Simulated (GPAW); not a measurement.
# TiSi2As4 monolayer: work function by functional and basis

Wanted: work functions and dipole of TiSi2As4 monolayer, with the cost of each level.

Calculated with GPAW 26.7.0; GPAW, PAW setups; layer in a repeated cell with vacuum, relaxation of atoms and in-plane cell, in the first sound run; inputs show where later runs differ.

## 1. The starting structure

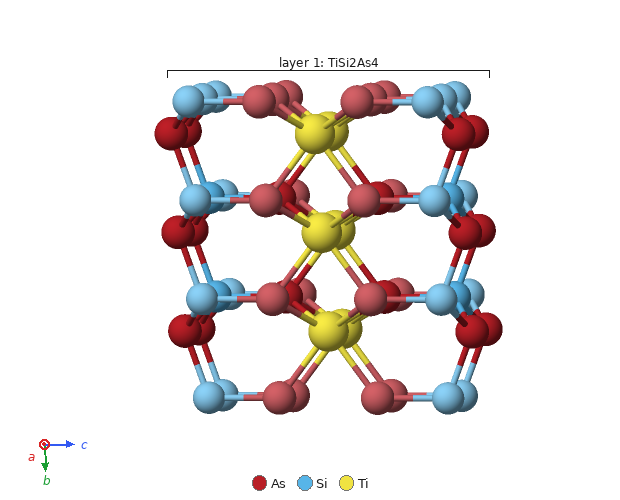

The cell as given, from the side, with the c axis across the page (arsenic red, silicon blue, titanium yellow). 1×2×1 cells are drawn. Some periodic images of atoms are drawn too.

The cell holds 7 atoms: 4 As, 2 Si and 1 Ti. Cell: a = 3.630 Å, b = 3.630 Å, c = 23.095 Å, α = 90.0°, β = 90.0°, γ = 120.0°. Vacuum lies along c.

## 2. Relaxing the atoms

The atoms are relaxed first, since the surface dipole, and with it the work function, follows the positions of the outer layers.

run.py reads:

```python
import json
import numpy as np
from ase import Atoms
from ase.filters import FrechetCellFilter
from ase.optimize import BFGS
from gpaw import GPAW, PW

slab = Atoms(
    ['As', 'Si', 'As', 'Ti', 'As', 'Si', 'As'],
    positions=[
        [0.00000, 0.00000, 7.00000],
        [-0.00000, 2.09578, 7.76197],
        [-0.00000, 2.09578, 9.99197],
        [0.00000, 0.00000, 11.54754],
        [-0.00000, 2.09578, 13.10311],
        [-0.00000, 2.09578, 15.33311],
        [0.00000, 0.00000, 16.09508]],
    cell=[[3.63, 0.0, 0.0], [-1.815, 3.14367, 0.0], [0.0, 0.0, 23.0951]],
    pbc=[True, True, True])

slab.calc = GPAW(mode=PW(600), xc='PBE', kpts={'size': (9, 9, 1), 'gamma': True},
                 occupations={'name': 'fermi-dirac', 'width': 0.05}, nbands='200%',
                 convergence={'density': 1e-05}, maxiter=200,
                 symmetry={'tolerance': 1e-3}, txt='slab.txt')
result = {}
# The in-plane cell is free; stress needs a cell that repeats along all three vectors
path = []
opt = BFGS(FrechetCellFilter(slab, mask=[1, 1, 0, 0, 0, 1]), maxstep=0.2)
opt.attach(lambda: path.append((slab.get_potential_energy(), slab.positions.tolist(), slab.get_forces().tolist())))
result['relaxed'] = bool(opt.run(fmax=0.02, steps=45))
result['path'] = path
result['cell'] = slab.cell.tolist()
print('in-plane lattice', slab.cell.cellpar().round(4)[[0, 1, 5]])
energy = slab.get_potential_energy()
fermi = slab.calc.get_fermi_level()
v = slab.calc.get_electrostatic_potential().mean((0, 1)) - fermi
n = slab.calc.get_pseudo_density().mean((0, 1))
L = slab.cell[2, 2]
z = np.arange(len(v)) * L / len(v)
low, high = slab.positions[:, 2].min(), slab.positions[:, 2].max()
below, above = np.interp([low - 4.8, high + 4.8], z, v)
slopes = [np.interp(x, z, np.gradient(v, z)) for x in (low - 4.8, high + 4.8)]
eps = np.array([[slab.calc.get_eigenvalues(k, s) for k in range(len(slab.calc.get_ibz_k_points()))]
                for s in range(slab.calc.get_number_of_spins())]) - fermi
top, bottom = eps[eps < 0].max(), eps[eps > 0].min()
dipole = slab.get_dipole_moment()[2]
print(f'energy {energy:.4f} eV, Fermi level {fermi:.4f} eV, dipole {dipole:.5f} e A')
print(f'potential 4.8 A off the faces, from the Fermi level: lower {below:.4f} eV, upper {above:.4f} eV')
print(f'slope of the potential there: lower {slopes[0]:.5f}, upper {slopes[1]:.5f} eV/A')
print(f'nearest levels on the mesh: {top:.4f} and {bottom:.4f} eV')
print('magnetic moment', round(slab.get_magnetic_moment(), 3))
result.update(energy=energy, fermi=fermi, dipole=dipole, below=below, above=above, slopes=slopes, edges=[top, bottom],
              z=z.tolist(), v=v.tolist(), n=n.tolist(), positions=slab.positions.tolist(),
              forces=slab.get_forces(apply_constraint=False).tolist(), moments=slab.get_magnetic_moments().tolist())
json.dump(result, open('result.json', 'w'))
```

Launch:

```sh
OMP_NUM_THREADS=1 OPENBLAS_NUM_THREADS=1 python run.py
```

The program printed:

```text
Step          Energy          fmax
BFGS:    0      -36.012372        3.438909
BFGS:    1      -36.550142        2.867963
BFGS:    2      -37.457537        1.017306
BFGS:    3      -37.487027        0.679571
BFGS:    4      -37.540326        0.500894
BFGS:    5      -37.588815        0.517918
BFGS:    6      -37.626573        0.402835
BFGS:    7      -37.640903        0.282844
BFGS:    8      -37.646010        0.134423
BFGS:    9      -37.647755        0.127678
BFGS:   10      -37.648616        0.117159
BFGS:   11      -37.649944        0.101112
BFGS:   12      -37.652020        0.135734
BFGS:   13      -37.654126        0.109790
BFGS:   14      -37.655023        0.044691
BFGS:   15      -37.655256        0.006857
in-plane lattice [  3.7082   3.7082 120.    ]
energy -37.6510 eV, Fermi level 0.7947 eV, dipole -0.00055 e A
potential 4.8 A off the faces, from the Fermi level: lower 5.0588 eV, upper 5.0598 eV
slope of the potential there: lower -0.00046, upper -0.00009 eV/A
nearest levels on the mesh: -0.1457 and 0.0236 eV
magnetic moment 0.0
```

Wall time 30 min (1 thread of Arm Neoverse V1, shared host); peak memory 0.7 GiB.

Numbers from this step:

| Property | Result |
| --- | --- |
| dipole along the normal | -5.51e-4 e·Å |
| levels nearest the Fermi level on the mesh | -0.1457, 0.02357 eV from the Fermi level |

The electrostatic potential energy of an electron (without an applied field's), less the Fermi level, planar mean oscillates, so the rows of the table below give means over windows of 1.71 Å about each position, cut where the curve ends. Its maxima inside the range that stand out by 2 % of the span (Å: eV): 7.2: -9.30, 8.9: 2.24, 10.8: -4.35, 12.3: -4.34, 14.2: 2.25, 15.9: -9.30. Its minima: 6.7: -13.8, 7.6: -10.9, 10.1: -12.1, 11.5: -12.0, 13.0: -12.1, 15.5: -10.9, 16.4: -13.8.

The electrostatic potential energy of an electron (without an applied field's), less the Fermi level, planar mean by z; means over each step:

| z (Å) | electrostatic potential energy of an electron (without an applied field's), less the Fermi level, planar mean (eV) |
| --- | --- |
| 0.85 | 5.06 |
| 2.56 | 5.06 |
| 4.28 | 4.92 |
| 5.98 | -3.79 |
| 7.70 | -7.63 |
| 9.41 | -3.34 |
| 11.12 | -8.14 |
| 12.82 | -7.18 |
| 14.54 | -1.72 |
| 16.25 | -10.1 |
| 17.96 | 3.49 |
| 19.66 | 5.05 |
| 21.38 | 5.06 |

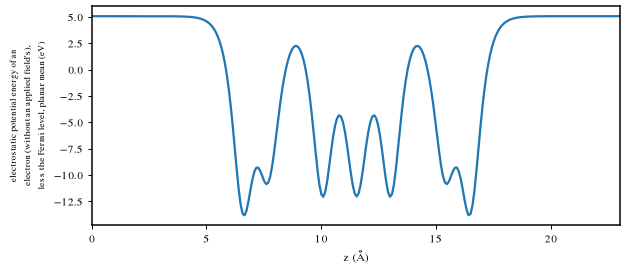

Electrostatic potential energy of an electron (without an applied field's), less the Fermi level, planar mean, plotted against z.

The pseudo valence density, planar mean oscillates, so the rows of the table below give means over windows of 1 Å about each position, cut where the curve ends. Its maxima inside the range that stand out by 2 % of the span (Å: e/Å³): 6.2: 0.252, 7.2: 0.377, 9.6: 0.239, 11.5: 1.01, 13.5: 0.239, 15.9: 0.377, 16.9: 0.252. Its minima: 6.5: 0.179, 8.7: 0.124, 10.1: 0.165, 13.0: 0.165, 14.4: 0.124, 16.6: 0.179.

Table of pseudo valence density, planar mean by z; means over each step:

| z (Å) | pseudo valence density, planar mean (e/Å³) |
| --- | --- |
| 2 | 6.4e-6 |
| 3 | 1.1e-4 |
| 4 | 0.00178 |
| 5 | 0.0284 |
| 6 | 0.186 |
| 7 | 0.300 |
| 8 | 0.187 |
| 9 | 0.152 |
| 10 | 0.223 |
| 11 | 0.552 |
| 12 | 0.617 |
| 13 | 0.232 |
| 14 | 0.161 |
| 15 | 0.175 |
| 16 | 0.307 |
| 17 | 0.195 |
| 18 | 0.0368 |
| 19 | 0.00230 |
| 20 | 1.4e-4 |
| 21 | 8.3e-6 |

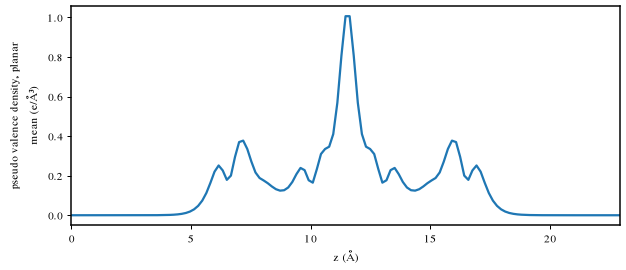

Pseudo valence density, planar mean against z.

The relaxation lowered the energy of the cell by 1.64 eV (energies extrapolated to zero smearing; the optimiser's log prints free energies). The largest force left on a free atom is 0.0069 eV/Å.

## 3. Plane waves, PBE

The work function is the vacuum plateau of the electrostatic potential less the Fermi level; a dipole layer lets the two faces have plateaus of their own.

This step: GPAW, PAW setups; slab in vacuum (GPAW 26.7.0).

The cell differs from the one that the last finished run ended in (c 23.095 → 23.899 Å).

run.py, as its differences from that of step 2:

```diff
@@ -3,4 +3,2 @@
 from ase import Atoms
-from ase.filters import FrechetCellFilter
-from ase.optimize import BFGS
 from gpaw import GPAW, PW
@@ -10,25 +8,18 @@
     positions=[
-        [0.00000, 0.00000, 7.00000],
-        [-0.00000, 2.09578, 7.76197],
-        [-0.00000, 2.09578, 9.99197],
-        [0.00000, 0.00000, 11.54754],
-        [-0.00000, 2.09578, 13.10311],
-        [-0.00000, 2.09578, 15.33311],
-        [0.00000, 0.00000, 16.09508]],
-    cell=[[3.63, 0.0, 0.0], [-1.815, 3.14367, 0.0], [0.0, 0.0, 23.0951]],
-    pbc=[True, True, True])
+        [-0.00000, 0.00000, 7.00000],
+        [-0.00000, 2.14091, 8.09619],
+        [-0.00000, 2.14091, 10.46831],
+        [-0.00000, 0.00000, 11.94961],
+        [-0.00000, 2.14091, 13.43092],
+        [-0.00000, 2.14091, 15.80303],
+        [-0.00000, 0.00000, 16.89923]],
+    cell=[[3.70817, -0.0, 0.0], [-1.85408, 3.21137, 0.0], [0.0, 0.0, 23.8992]],
+    pbc=[True, True, False])
 
-slab.calc = GPAW(mode=PW(600), xc='PBE', kpts={'size': (9, 9, 1), 'gamma': True},
+slab.calc = GPAW(mode=PW(400), xc='PBE', kpts={'size': (9, 9, 1), 'gamma': True},
                  occupations={'name': 'fermi-dirac', 'width': 0.05}, nbands='200%',
                  convergence={'density': 1e-05}, maxiter=200,
+                 poissonsolver={'dipolelayer': 'xy'},
                  symmetry={'tolerance': 1e-3}, txt='slab.txt')
 result = {}
-# The in-plane cell is free; stress needs a cell that repeats along all three vectors
-path = []
-opt = BFGS(FrechetCellFilter(slab, mask=[1, 1, 0, 0, 0, 1]), maxstep=0.2)
-opt.attach(lambda: path.append((slab.get_potential_energy(), slab.positions.tolist(), slab.get_forces().tolist())))
-result['relaxed'] = bool(opt.run(fmax=0.02, steps=45))
-result['path'] = path
-result['cell'] = slab.cell.tolist()
-print('in-plane lattice', slab.cell.cellpar().round(4)[[0, 1, 5]])
 energy = slab.get_potential_energy()
```

The program printed:

```text
energy -37.5887 eV, Fermi level 0.5996 eV, dipole 0.00041 e A
potential 4.8 A off the faces, from the Fermi level: lower 5.0621 eV, upper 5.0538 eV
slope of the potential there: lower -0.00016, upper 0.00016 eV/A
nearest levels on the mesh: -0.1466 and 0.0228 eV
magnetic moment 0.0
```

The job ended after 85 s (1 thread; peak memory 0.25 GiB).

Numbers from this step:

| Property | Result |
| --- | --- |
| dipole along the normal | 4.11e-4 e·Å |
| levels nearest the Fermi level on the mesh | -0.1466, 0.02281 eV from the Fermi level |
| upper work function | 5.054 eV |
| lower work function | 5.062 eV |

The electrostatic potential energy of an electron (without an applied field's), less the Fermi level, planar mean oscillates, so the rows of the table below give means over windows of 1 Å about each position, cut where the curve ends. Its maxima inside the range that stand out by 2 % of the span (Å: eV): 7.6: -9.32, 9.3: 2.24, 11.2: -4.34, 12.7: -4.34, 14.6: 2.24, 16.3: -9.33. Its minima: 7.0: -13.9, 8.0: -10.9, 10.5: -12.1, 11.9: -12.1, 13.4: -12.1, 15.9: -10.9, 16.9: -13.9.

The electrostatic potential energy of an electron (without an applied field's), less the Fermi level, planar mean by z; means over each step:

| z (Å) | electrostatic potential energy of an electron (without an applied field's), less the Fermi level, planar mean (eV) |
| --- | --- |
| 0 | 5.06 |
| 1 | 5.06 |
| 2 | 5.06 |
| 3 | 5.06 |
| 4 | 5.05 |
| 5 | 4.85 |
| 6 | 1.72 |
| 7 | -10.9 |
| 8 | -9.37 |
| 9 | 0.156 |
| 10 | -4.86 |
| 11 | -7.07 |
| 12 | -9.52 |
| 13 | -7.64 |
| 14 | -3.48 |
| 15 | -0.667 |
| 16 | -9.78 |
| 17 | -10.2 |
| 18 | 2.50 |
| 19 | 4.89 |
| 20 | 5.04 |
| 21 | 5.05 |
| 22 | 5.05 |
| 23 | 5.05 |

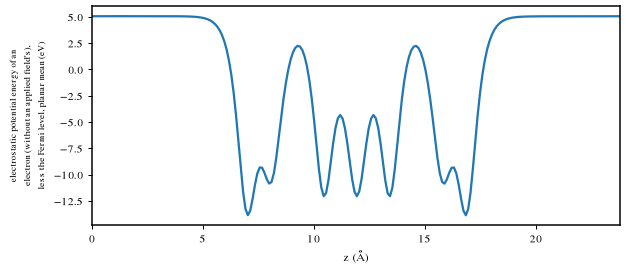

Electrostatic potential energy of an electron (without an applied field's), less the Fermi level, planar mean, plotted against z.

The pseudo valence density, planar mean oscillates, so the rows of the table below give means over windows of 2.5 Å about each position, cut where the curve ends. Its maxima inside the range that stand out by 2 % of the span (Å: e/Å³): 6.6: 0.250, 7.5: 0.379, 10.0: 0.242, 11.9: 1.04, 13.9: 0.242, 16.4: 0.379, 17.3: 0.250. Its minima: 7.0: 0.189, 9.2: 0.124, 10.5: 0.160, 13.4: 0.160, 14.7: 0.124, 16.9: 0.189.

The pseudo valence density, planar mean by z; means over each step:

| z (Å) | pseudo valence density, planar mean (e/Å³) |
| --- | --- |
| 2.5 | 3.0e-5 |
| 5.0 | 0.0299 |
| 7.5 | 0.243 |
| 10.0 | 0.207 |
| 12.5 | 0.499 |
| 15.0 | 0.191 |
| 17.5 | 0.172 |
| 20.0 | 0.00153 |
| 22.5 | 1.5e-6 |

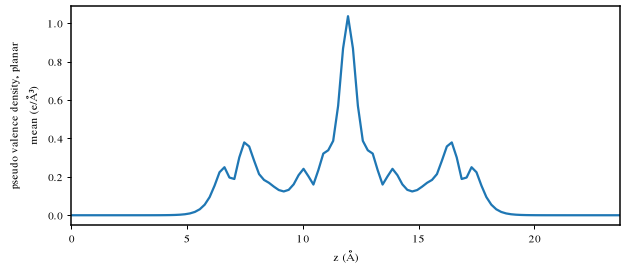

Pseudo valence density, planar mean, plotted against z.

The potential is flat to 1.6e-4 eV/Å where it is read, so the vacuum is wide enough.

## 4. Self-consistent run: xc = "LDA"

The same geometry under LDA, to see how far the functional moves the levels against the vacuum.

run.py, as its differences from that of step 3:

```diff
@@ -18,3 +18,3 @@
 
-slab.calc = GPAW(mode=PW(400), xc='PBE', kpts={'size': (9, 9, 1), 'gamma': True},
+slab.calc = GPAW(mode=PW(400), xc='LDA', kpts={'size': (9, 9, 1), 'gamma': True},
                  occupations={'name': 'fermi-dirac', 'width': 0.05}, nbands='200%',
```

The program printed:

```text
energy -42.0319 eV, Fermi level 0.3008 eV, dipole 0.00041 e A
potential 4.8 A off the faces, from the Fermi level: lower 5.3433 eV, upper 5.3349 eV
slope of the potential there: lower -0.00014, upper 0.00014 eV/A
nearest levels on the mesh: -0.0988 and 0.0220 eV
magnetic moment 0.0
```

Run time: 83 s. Hardware: 1 thread; peak memory 0.25 GiB.

Numbers from this step:

```
dipole along the normal                    : 4.10e-4 e·Å
levels nearest the Fermi level on the mesh : -0.09885, 0.02205 eV from the Fermi level
upper work function                        : 5.335 eV
lower work function                        : 5.343 eV
```

The electrostatic potential energy of an electron (without an applied field's), less the Fermi level, planar mean oscillates, so the rows of the table below give means over windows of 1 Å about each position, cut where the curve ends. Its maxima inside the range that stand out by 2 % of the span (Å: eV): 7.6: -9.02, 9.3: 2.53, 11.2: -3.99, 12.7: -3.99, 14.6: 2.53, 16.3: -9.03. Its minima: 7.0: -13.5, 8.0: -10.6, 10.5: -11.7, 11.9: -11.7, 13.4: -11.7, 15.9: -10.6, 16.9: -13.6.

Electrostatic potential energy of an electron (without an applied field's), less the Fermi level, planar mean against z; means over each step:

| z (Å) | electrostatic potential energy of an electron (without an applied field's), less the Fermi level, planar mean (eV) |
| --- | --- |
| 0 | 5.34 |
| 1 | 5.34 |
| 2 | 5.34 |
| 3 | 5.34 |
| 4 | 5.33 |
| 5 | 5.13 |
| 6 | 2.02 |
| 7 | -10.6 |
| 8 | -9.09 |
| 9 | 0.442 |
| 10 | -4.53 |
| 11 | -6.72 |
| 12 | -9.16 |
| 13 | -7.29 |
| 14 | -3.15 |
| 15 | -0.382 |
| 16 | -9.49 |
| 17 | -9.87 |
| 18 | 2.79 |
| 19 | 5.18 |
| 20 | 5.33 |
| 21 | 5.33 |
| 22 | 5.33 |
| 23 | 5.34 |

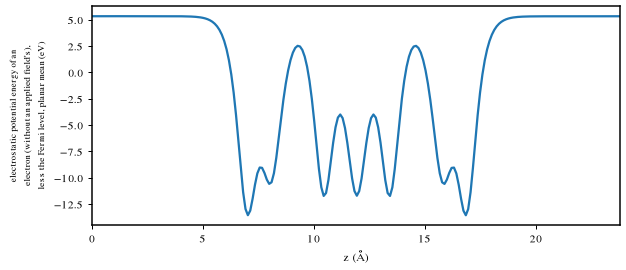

Electrostatic potential energy of an electron (without an applied field's), less the Fermi level, planar mean, plotted against z.

The pseudo valence density, planar mean oscillates, so the rows of the table below give means over windows of 2 Å about each position, cut where the curve ends. Its maxima inside the range that stand out by 2 % of the span (Å: e/Å³): 6.6: 0.251, 7.5: 0.380, 10.0: 0.243, 11.9: 1.04, 13.9: 0.243, 16.4: 0.380, 17.3: 0.251. Its minima: 7.0: 0.188, 9.2: 0.123, 10.5: 0.159, 13.4: 0.159, 14.7: 0.123, 16.9: 0.188.

Pseudo valence density, planar mean against z; means over each step:

| z (Å) | pseudo valence density, planar mean (e/Å³) |
| --- | --- |
| 2 | 4.0e-6 |
| 4 | 0.00127 |
| 6 | 0.116 |
| 8 | 0.241 |
| 10 | 0.197 |
| 12 | 0.585 |
| 14 | 0.188 |
| 16 | 0.244 |
| 18 | 0.107 |
| 20 | 9.2e-4 |
| 22 | 3.1e-6 |

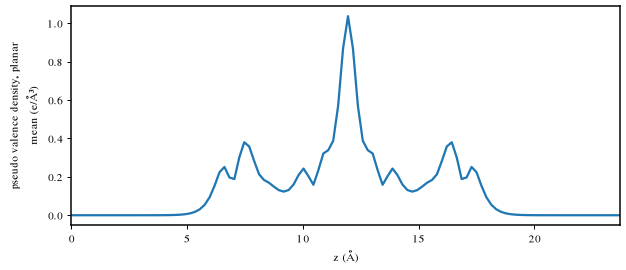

Pseudo valence density, planar mean, plotted against z.

Force by atom:

| atom | x (eV/Å) | y (eV/Å) | z (eV/Å) | size |
| --- | --- | --- | --- | --- |
| As1 | 0.000 | 0.000 | 0.346 | 0.346 |
| Si2 | 0.000 | 0.000 | -0.019 | 0.019 |
| As3 | 0.000 | 0.000 | 0.203 | 0.203 |
| Ti4 | 0.000 | 0.000 | 0.000 | 0.000 |
| As5 | 0.000 | 0.000 | -0.203 | 0.203 |
| Si6 | 0.000 | 0.000 | 0.019 | 0.019 |
| As7 | 0.000 | 0.000 | -0.346 | 0.346 |

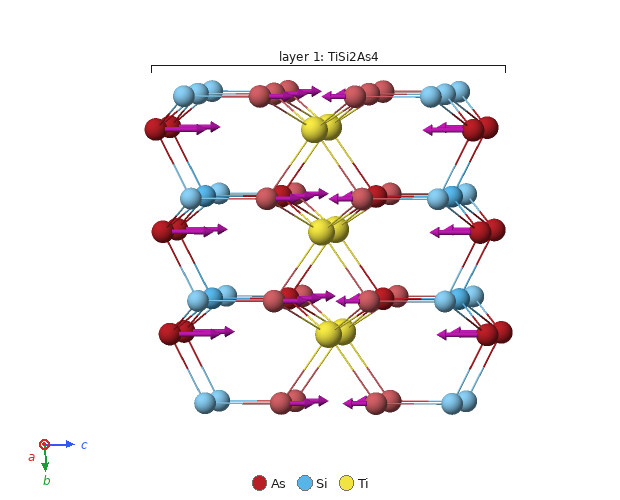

Force as arrows, the longest 0.346 eV/Å. 1×2×1 cells are drawn. Some periodic images of atoms are drawn too.

The upper face's work function is 5.335 eV, against 5.054 eV in the first plane-wave PBE run at this geometry.

## 5. Self-consistent run: xc = "vdW-DF2"

The same geometry under vdW-DF2, to see how far the functional moves the levels against the vacuum (the van der Waals functionals take revPBE setups).

run.py, as its differences from that of step 4:

```diff
@@ -18,3 +18,3 @@
 
-slab.calc = GPAW(mode=PW(400), xc='LDA', kpts={'size': (9, 9, 1), 'gamma': True},
+slab.calc = GPAW(mode=PW(400), xc='vdW-DF2', kpts={'size': (9, 9, 1), 'gamma': True},
                  occupations={'name': 'fermi-dirac', 'width': 0.05}, nbands='200%',
```

The program printed:

```text
energy -381.2547 eV, Fermi level 0.4859 eV, dipole 0.00041 e A
potential 4.8 A off the faces, from the Fermi level: lower 5.3910 eV, upper 5.3827 eV
slope of the potential there: lower -0.00146, upper 0.00146 eV/A
nearest levels on the mesh: -0.0836 and 0.1382 eV
magnetic moment 0.0
```

Run time: 2.2 min. Hardware: 1 thread; peak memory 0.43 GiB.

This step gave:

| Quantity | Value |
| --- | --- |
| dipole along the normal | 4.13e-4 e·Å |
| levels nearest the Fermi level on the mesh | -0.08364, 0.1382 eV from the Fermi level |
| upper work function | 5.383 eV |
| lower work function | 5.391 eV |

The electrostatic potential energy of an electron (without an applied field's), less the Fermi level, planar mean oscillates, so the rows of the table below give means over windows of 2 Å about each position, cut where the curve ends. Its maxima inside the range that stand out by 2 % of the span (Å: eV): 7.6: -9.29, 9.3: 2.03, 11.2: -4.43, 12.7: -4.43, 14.6: 2.03, 16.3: -9.29. Its minima: 7.0: -13.9, 8.0: -10.9, 10.5: -12.1, 11.9: -12.2, 13.4: -12.1, 15.9: -10.9, 16.9: -13.9.

Table of electrostatic potential energy of an electron (without an applied field's), less the Fermi level, planar mean by z; means over each step:

| z (Å) | electrostatic potential energy of an electron (without an applied field's), less the Fermi level, planar mean (eV) |
| --- | --- |
| 0 | 5.39 |
| 2 | 5.39 |
| 4 | 5.35 |
| 6 | -0.261 |
| 8 | -8.16 |
| 10 | -4.35 |
| 12 | -7.41 |
| 14 | -4.01 |
| 16 | -8.86 |
| 18 | 0.659 |
| 20 | 5.35 |
| 22 | 5.38 |

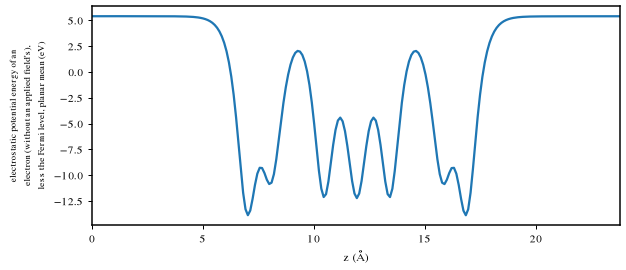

Electrostatic potential energy of an electron (without an applied field's), less the Fermi level, planar mean against z.

The upper face's work function is 5.383 eV, against 5.054 eV in the first plane-wave PBE run at this geometry.

## 6. OptPBE vdW: xc = "optPBE-vdW"

The same geometry under optPBE-vdW, to see how far the functional moves the levels against the vacuum (the van der Waals functionals take revPBE setups).

run.py, as its differences from that of step 5:

```diff
@@ -18,3 +18,3 @@
 
-slab.calc = GPAW(mode=PW(400), xc='vdW-DF2', kpts={'size': (9, 9, 1), 'gamma': True},
+slab.calc = GPAW(mode=PW(400), xc='optPBE-vdW', kpts={'size': (9, 9, 1), 'gamma': True},
                  occupations={'name': 'fermi-dirac', 'width': 0.05}, nbands='200%',
```

The program printed:

```text
energy -102.0805 eV, Fermi level 0.5017 eV, dipole 0.00041 e A
potential 4.8 A off the faces, from the Fermi level: lower 5.2667 eV, upper 5.2584 eV
slope of the potential there: lower -0.00023, upper 0.00023 eV/A
nearest levels on the mesh: -0.0310 and 0.0934 eV
magnetic moment 0.0
```

Wall time 96 s (1 thread); peak memory 0.43 GiB.

This step gave:

```
dipole along the normal                    : 4.12e-4 e·Å
levels nearest the Fermi level on the mesh : -0.03099, 0.09341 eV from the Fermi level
upper work function                        : 5.258 eV
lower work function                        : 5.267 eV
```

The upper face's work function is 5.258 eV, against 5.054 eV in the first plane-wave PBE run at this geometry.

[end of part 1 of 2]

[Logs are printed without paths, hosts, clocks, repeated set-up lines and the standing remarks that a program may print on its own settings, such as how far it seeks lower states.]

[Hosts, paths, dates, database ids (printed as entryN), source tags and the programs' standing remarks are cut or masked in the printed files.]
